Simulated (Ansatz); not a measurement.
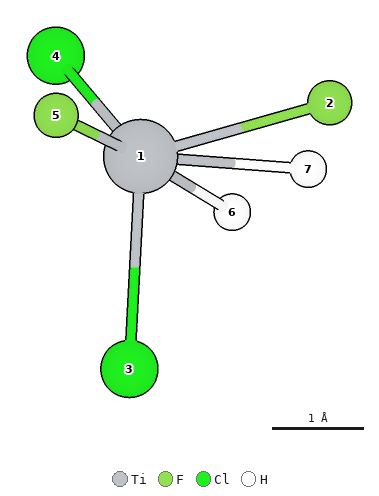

**Figure 1.** The structure as given in the input (ball-and-stick view, seen at a tilt; atoms are numbered from 1 in the order of the input). Sticks mark near contacts.

## Geometry relaxation of TiH₂Cl₂F₂ (part 1 of 2)

TiH₂Cl₂F₂, computed with RKS B3LYP-D4/def2-SVP (Ansatz 0.2.0).

The input holds or restrains some coordinates. Forces given for the steps count only the free coordinates. It belongs to a series of runs on one base structure; here: pulled along the bonds that form and break, towards end B. Figures and captions count atoms from 1; the log counts them from 0 in places.

Log
```
The last accepted step is kept in [file] (removed where the run ends without a failure and the disk answers)
Engine: ansatz 0.2.0, aarch64-unknown-linux-gnu
Functional definition: B3LYP
  parameter a0 = 0.2
  parameter ax = 0.72
  parameter ac = 0.81
  exchange = (1 - a0 - ax)*slater_x + ax*b88_x + a0*exact_x
  correlation = (1 - ac)*vwn_rpa_c + ac*lyp_c
1131 factors; integrals over basis functions are off by at most 4.5e-4 eV
mean field evaluation 1: about -53606.4966 eV, gradient 6.4e1 eV
mean field evaluation 2: about -52955.7831 eV, gradient 4.8e2 eV
mean field evaluation 4: about -53605.9410 eV, gradient 8.1e1 eV
mean field evaluation 8: about -53616.4742 eV, gradient 7.8e-2 eV
mean field -53616.51239078 eV, -1970.3704877836 hartree, gradient 1.1e-5 eV, S^2 0.000000; 0 other end points of the search recorded, 0 dependent functions left out
the calculation of the forces begins
reference -53616.51274710 eV, -1970.3705008784 hartree; 38, 38 occupied and 67, 67 virtual orbitals, 1131 factors
relax step   1: F+E_penalty+E_count = -53616.82749797 eV  Δ(F+E_penalty+E_count) = +0.000e0 eV  max|allowed force component| = 3.121e0 eV/Å  E_restraint = 25.89650392 eV  max|allowed force component, restraints' pulls added| = 2.386e1 eV/Å  Δτ_max = 0.0000 Å  (58 SCF iters, accepted)
  distance Ti 0 - H 5 = 2.0000 Å
  distance H 6 - F 1 = 1.5081 Å
  distance Ti 0 - F 1 = 2.1800 Å
  distance H 6 - H 5 = 1.1063 Å
these checks for a lower state are left out or cut short: starts, cluster_reference, orbital_swaps, neighbouring_geometries, increment
1131 factors; integrals over basis functions are off by at most 7.4e-4 eV
mean field evaluation 16: about -53615.8563 eV, gradient 1.4e-1 eV
mean field -53615.89003786 eV, -1970.3476167359 hartree, gradient 1.2e-5 eV, S^2 0.000000; 0 other end points of the search recorded, 0 dependent functions left out
[... from here on the field's lines of each further geometry are left out, up to the last ...]
relax step   2: F+E_penalty+E_count = -53616.18670735 eV  Δ(F+E_penalty+E_count) = +6.408e-1 eV  max|allowed force component| = 2.702e0 eV/Å  E_restraint = 11.79115228 eV  max|allowed force component, restraints' pulls added| = 1.661e1 eV/Å  Δτ_max = 0.1949 Å  (46 SCF iters, accepted)
relax step   3: F+E_penalty+E_count = -53616.57169021 eV  Δ(F+E_penalty+E_count) = -3.850e-1 eV  max|allowed force component| = 2.359e0 eV/Å  E_restraint = 3.44218263 eV  max|allowed force component, restraints' pulls added| = 9.638e0 eV/Å  Δτ_max = 0.1949 Å  (47 SCF iters, accepted)
relax step   4: F+E_penalty+E_count = -53616.86915488 eV  Δ(F+E_penalty+E_count) = -2.975e-1 eV  max|allowed force component| = 2.348e0 eV/Å  E_restraint = 0.21033382 eV  max|allowed force component, restraints' pulls added| = 4.262e0 eV/Å  Δτ_max = 0.1940 Å  (45 SCF iters, accepted)
relax step   5: F+E_penalty+E_count = -53617.53401416 eV  Δ(F+E_penalty+E_count) = -6.649e-1 eV  max|allowed force component| = 1.281e0 eV/Å  E_restraint = 0.02381075 eV  max|allowed force component, restraints' pulls added| = 1.281e0 eV/Å  Δτ_max = 0.1911 Å  (42 SCF iters, accepted)
relax step   6: F+E_penalty+E_count = -53617.84473710 eV  Δ(F+E_penalty+E_count) = -3.107e-1 eV  max|allowed force component| = 6.290e-1 eV/Å  E_restraint = 0.01267751 eV  max|allowed force component, restraints' pulls added| = 7.888e-1 eV/Å  Δτ_max = 0.1999 Å  (43 SCF iters, accepted)
relax step   7: F+E_penalty+E_count = -53618.05662098 eV  Δ(F+E_penalty+E_count) = -2.119e-1 eV  max|allowed force component| = 5.125e-1 eV/Å  E_restraint = 0.00558027 eV  max|allowed force component, restraints' pulls added| = 5.125e-1 eV/Å  Δτ_max = 0.1999 Å  (42 SCF iters, accepted)
relax step   8: F+E_penalty+E_count = -53618.16240644 eV  Δ(F+E_penalty+E_count) = -1.058e-1 eV  max|allowed force component| = 3.920e-1 eV/Å  E_restraint = 0.00274424 eV  max|allowed force component, restraints' pulls added| = 3.920e-1 eV/Å  Δτ_max = 0.1997 Å  (42 SCF iters, accepted)
relax step   9: F+E_penalty+E_count = -53618.17925483 eV  Δ(F+E_penalty+E_count) = -1.685e-2 eV  max|allowed force component| = 2.748e-1 eV/Å  E_restraint = 0.00160180 eV  max|allowed force component, restraints' pulls added| = 1.860e-1 eV/Å  Δτ_max = 0.0733 Å  (36 SCF iters, accepted)
relax step  10: F+E_penalty+E_count = -53618.21685450 eV  Δ(F+E_penalty+E_count) = -3.760e-2 eV  max|allowed force component| = 2.121e-1 eV/Å  E_restraint = 0.00243540 eV  max|allowed force component, restraints' pulls added| = 2.889e-1 eV/Å  Δτ_max = 0.2000 Å  (36 SCF iters, accepted)
relax step  11: F+E_penalty+E_count = -53618.22849513 eV  Δ(F+E_penalty+E_count) = -1.164e-2 eV  max|allowed force component| = 1.164e0 eV/Å  E_restraint = 0.02429541 eV  max|allowed force component, restraints' pulls added| = 2.209e0 eV/Å  Δτ_max = 0.1987 Å  (35 SCF iters, rejected (line search))
relax step  12: F+E_penalty+E_count = -53618.23799480 eV  Δ(F+E_penalty+E_count) = -2.114e-2 eV  max|allowed force component| = 2.113e-1 eV/Å  E_restraint = 0.00323653 eV  max|allowed force component, restraints' pulls added| = 3.976e-1 eV/Å  Δτ_max = 0.0993 Å  (35 SCF iters, accepted)
relax step  13: F+E_penalty+E_count = -53618.25914268 eV  Δ(F+E_penalty+E_count) = -2.115e-2 eV  max|allowed force component| = 2.554e-1 eV/Å  E_restraint = 0.00317024 eV  max|allowed force component, restraints' pulls added| = 3.578e-1 eV/Å  Δτ_max = 0.0999 Å  (36 SCF iters, accepted)
relax step  14: F+E_penalty+E_count = -53618.27631450 eV  Δ(F+E_penalty+E_count) = -1.717e-2 eV  max|allowed force component| = 2.758e-1 eV/Å  E_restraint = 0.00331231 eV  max|allowed force component, restraints' pulls added| = 2.189e-1 eV/Å  Δτ_max = 0.1272 Å  (36 SCF iters, accepted)
relax step  15: F+E_penalty+E_count = -53618.30200916 eV  Δ(F+E_penalty+E_count) = -2.569e-2 eV  max|allowed force component| = 3.776e-1 eV/Å  E_restraint = 0.00268949 eV  max|allowed force component, restraints' pulls added| = 9.504e-2 eV/Å  Δτ_max = 0.2000 Å  (36 SCF iters, accepted)
relax step  16: F+E_penalty+E_count = -53618.26933034 eV  Δ(F+E_penalty+E_count) = +3.268e-2 eV  max|allowed force component| = 1.677e0 eV/Å  E_restraint = 0.02971990 eV  max|allowed force component, restraints' pulls added| = 2.994e0 eV/Å  Δτ_max = 0.1721 Å  (34 SCF iters, rejected (line search))
relax step  17: F+E_penalty+E_count = -53618.30386301 eV  Δ(F+E_penalty+E_count) = -1.854e-3 eV  max|allowed force component| = 3.361e-1 eV/Å  E_restraint = 0.00362948 eV  max|allowed force component, restraints' pulls added| = 2.142e-1 eV/Å  Δτ_max = 0.0542 Å  (35 SCF iters, accepted)
the calculation of the forces begins
reference -53618.01740401 eV, -1970.4257959997 hartree; 38, 38 occupied and 67, 67 virtual orbitals, 1131 factors
relax step  18: F+E_penalty+E_count = -53618.30337024 eV  Δ(F+E_penalty+E_count) = +4.928e-4 eV  max|allowed force component| = 3.550e-1 eV/Å  E_restraint = 0.00264519 eV  max|allowed force component, restraints' pulls added| = 3.650e-2 eV/Å  Δτ_max = 0.0064 Å  (31 SCF iters, accepted)
```

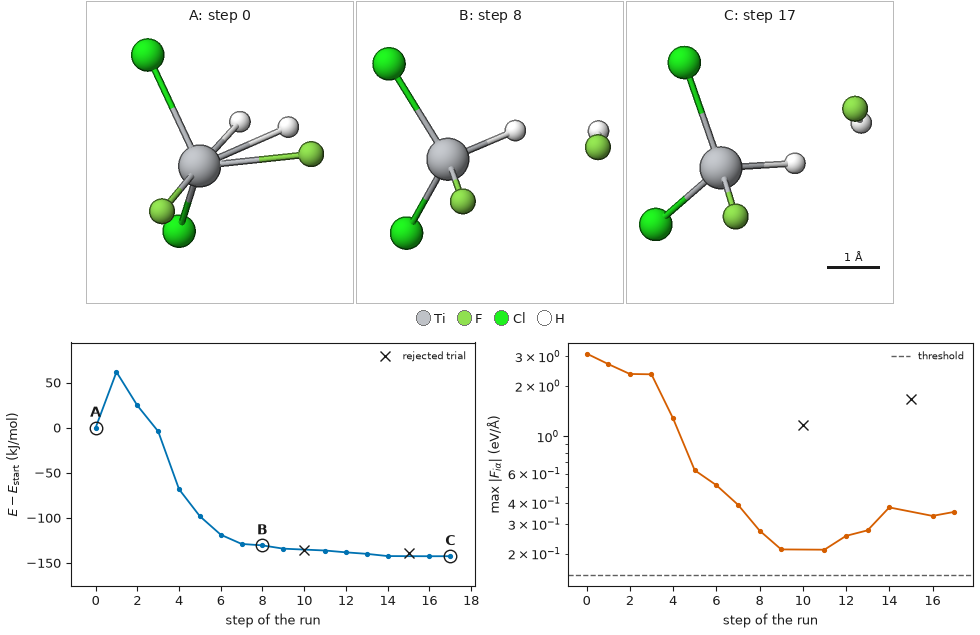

**Figure 2.** Frames of the restrained relaxation (ball-and-stick view, seen at a tilt) above the curves, on which the letters mark them (the first geometry is step 0 here and step 1 in the log).

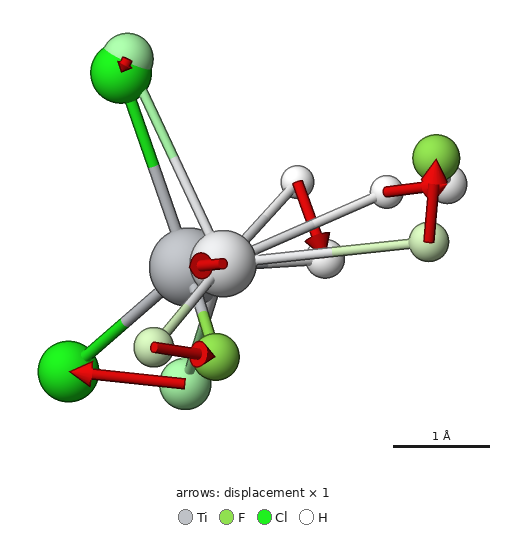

**Figure 3.** Start (faint) and end (solid) with the displacements as red arrows, at true length (ball-and-stick view, seen at a tilt). The two geometries are laid on each other by the best rigid fit. The atom that moves furthest after the best rigid fit is Cl3 (1.23 Å). By element the largest moves are Cl 1.23 Å, H 0.94 Å, F 0.91 Å, Ti 0.66 Å. Distances before and after: Ti1–F2 2.180 → 3.021 Å, Ti1–H7 2.139 → 2.843 Å, F2–H7 1.508 → 0.928 Å, Ti1–H6 2.000 → 1.695 Å. New bonds form: F2–H7 (1.51 → 0.93 Å). Bonds break: Ti1–F2 (2.18 → 3.02 Å), Ti1–H7 (2.14 → 2.84 Å). Among the angles that change: F5–Ti1–H6 176.5° → 109.5°, Cl4–Ti1–H6 72.9° → 107.6°, Cl3–Ti1–H6 67.1° → 99.6°. The energy falls by 142.4 kJ/mol in 17 geometry steps. The largest force component goes from 3.1 to 0.35 eV/Å. The line search rejected the trial steps at points 10, 15 (counted from 0) and went back. (Atoms are counted from 1 in the order of the input.)

```
  distance Ti 0 - H 5 = 1.6946 Å
  distance H 6 - F 1 = 0.9283 Å
  distance Ti 0 - F 1 = 3.0212 Å
  distance H 6 - H 5 = 1.8604 Å
1131 factors; integrals over basis functions are off by at most 1.3e-3 eV
mean field -53618.01704853 eV, -1970.4257829362 hartree, gradient 1.8e-5 eV, S^2 0.000000; 1 other end points of the search recorded, 0 dependent functions left out
the calculation of the forces begins
reference -53618.01740401 eV, -1970.4257959997 hartree; 38, 38 occupied and 67, 67 virtual orbitals, 1131 factors
Total energy: -53618.30372571 eV, -1970.4363181283 hartree
Atom 0 at     0.410230     0.269020    -0.433980 Å, force     0.020988     0.094339     0.354961 eV/Å
Atom 1 at    -0.614745     0.588094     2.390043 Å, force    -0.112039    -0.089688    -0.235280 eV/Å
Atom 2 at     1.910979     0.159308    -1.992256 Å, force    -0.006264     0.003461     0.004828 eV/Å
Atom 3 at    -1.094582     1.772383    -0.860439 Å, force    -0.006916     0.004459    -0.000908 eV/Å
Atom 4 at    -0.171474    -1.306897    -0.045681 Å, force    -0.002604    -0.012088     0.007062 eV/Å
Atom 5 at     1.366646     0.847851     0.839563 Å, force    -0.089539    -0.068353    -0.125139 eV/Å
Atom 6 at     0.271945     0.859040     2.343749 Å, force     0.196373     0.067871    -0.005524 eV/Å
Dipole moment:     0.243807     0.104780     0.000256 e Å
```

Trajectory as extended XYZ (Å, eV, eV/Å), 18 frames, from step=1 to step=18
```
7
Properties=species:S:1:pos:R:3:forces:R:3 step=1 energy=-53616.82750
Ti    0.0000    0.0000    0.0000    0.3493   0.6025   1.0427
F     0.0000    0.0000    2.1800   -0.1071  -0.2071  -2.9937
Cl    2.2349    0.0000   -0.7892   -2.0524  -0.5041   0.2743
Cl   -1.1163    1.9339   -0.7892    0.7939  -2.0665   0.4915
F    -0.8619   -1.4933   -0.6094    1.2450   2.1463   0.9595
H     1.0489    1.5818    0.6306   -0.6489  -0.7712   3.1213
H     0.7734    1.1664    1.6182    0.4203   0.8000  -2.8957
7
Properties=species:S:1:pos:R:3:forces:R:3 step=2 energy=-53616.18671
Ti    0.0373    0.0567   -0.1298    0.6100   1.0828   0.4813
F     0.0476    0.0713    2.2868    1.0858   1.5994  -2.7018
Cl    2.2217   -0.0049   -0.7907   -1.4345  -0.5099  -0.1942
Cl   -1.1115    1.9193   -0.7882    0.5267  -1.5522   0.0494
F    -0.8493   -1.4716   -0.6010    0.9643   1.6234   0.8533
H     1.0398    1.5705    0.5133   -0.8036  -0.9219   2.1471
H     0.6934    1.0476    1.7505   -0.9486  -1.3217  -0.6352
7
Properties=species:S:1:pos:R:3:forces:R:3 step=3 energy=-53616.57169
Ti    0.0753    0.1168   -0.2698    0.2254   0.4316  -0.0728
F     0.1015    0.1525    2.3856    1.3475   2.0053  -2.3585
Cl    2.2117   -0.0120   -0.8001   -0.4694  -0.4895  -0.6263
Cl   -1.1088    1.9063   -0.7940    0.0761  -0.7132  -0.3829
F    -0.8382   -1.4536   -0.5895    0.9340   1.5581   0.9363
H     1.0206    1.5466    0.4212   -0.8284  -0.9161   1.4588
H     0.6168    0.9322    1.8877   -1.2852  -1.8762   1.0454
7
Properties=species:S:1:pos:R:3:forces:R:3 step=4 energy=-53616.86916
Ti    0.1178    0.1820   -0.4446   -0.3386  -0.6051   0.0334
F     0.1395    0.2077    2.4841   -1.5063  -2.3077   0.8185
Cl    2.2258   -0.0371   -0.8582    0.3189  -0.3759  -0.8168
Cl   -1.1235    1.9052   -0.8398   -0.3220   0.0755  -0.6505
F    -0.8082   -1.4046   -0.5442    0.9685   1.6146   0.7722
H     0.9559    1.4724    0.3803   -0.6441  -0.7491   1.1975
H     0.5718    0.8633    2.0633    1.5236   2.3478  -1.3544
7
Properties=species:S:1:pos:R:3:forces:R:3 step=5 energy=-53617.53401
Ti    0.1601    0.2399   -0.5046   -0.2208  -0.4628   0.2169
F     0.1000    0.1403    2.5005   -0.0538  -0.0977  -0.3678
Cl    2.2466   -0.0872   -1.0414   -0.1627  -0.0459  -0.4813
Cl   -1.1556    1.9022   -0.9953    0.0400  -0.1171  -0.4528
F    -0.7496   -1.3113   -0.4262    0.7727   1.2808   0.4890
H     0.8954    1.4175    0.4916   -0.3985  -0.6120   0.6777
H     0.5821    0.8875    2.2164    0.0230   0.0546  -0.0818
```
